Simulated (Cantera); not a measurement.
Charge: 1 mol Si3N4, 1.6 mol CO2, 980 mol N2, held at 1.33 mbar.

Cantera equilibrium calculation (NASA polynomials, part measured and part estimated; ideal gas, pure solids and liquids). Candidate condensed phases: C, Si, SiC, SiO2, Si2N2O, Si3N4; 34 gas species. Mutual solubility and eutectic melting of coexisting phases are not modelled. Equilibrium is a limit: real reactors are often held back by kinetics, nucleation or transport.

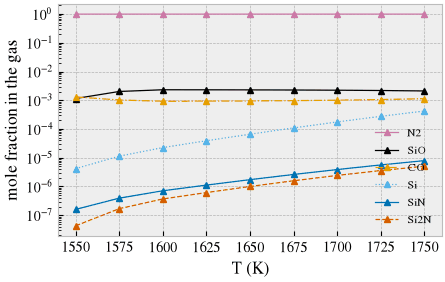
Figure. Equilibrium gas composition (values under 1e-9 drawn at 1e-9)

From 1550 K to 1575 K the condensed part is SiC(s) + Si2N2O(s). From 1600 K to 1750 K the condensed part is SiC(s). The main Si-bearing gas is SiO throughout. The share of Si in condensed phases is highest at 1550 K (62.1 %) and lowest at 1750 K (15.9 %).
